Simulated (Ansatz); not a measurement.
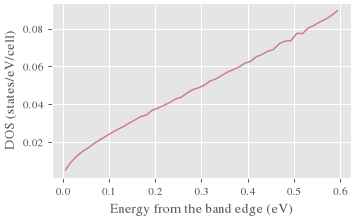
Figure: Density of states of Na₂S (Fm-3m) above the conduction band minimum, PBEsol, rigid bands (Ansatz, a first-principles code); cell volume 68.7 Å³.

### Question
What effective density of states at 300 K does this give (∫ g(E) exp(−E/k_BT) dE, both spins, divided by the cell's size)?

### Answer
3.9e18 cm⁻³, a density-of-states mass of 0.29 mₑ, valleys and band degeneracy included.

Spin-orbit coupling is left out. Geometry: cell and atoms relaxed with PBEsol.

Formula and space group known from diffraction (Crystallography Open Database), not checked to be the room-temperature form: Na2S (Fm-3m).
